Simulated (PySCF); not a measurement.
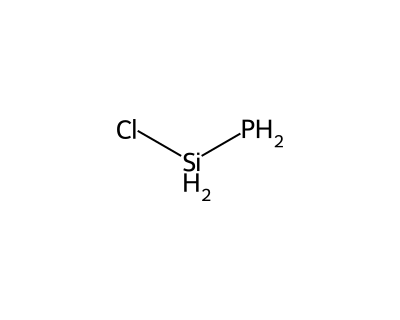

Simulated data, not a measurement (program: PySCF).

A structural formula.

> Transcribe the drawing into SMILES.

P[SiH2]Cl

> What is the molecular formula?

ClH4PSi.

> An optimisation with PBE0-D3(BJ)/def2-SVP gave a structure of which point group?

C1.
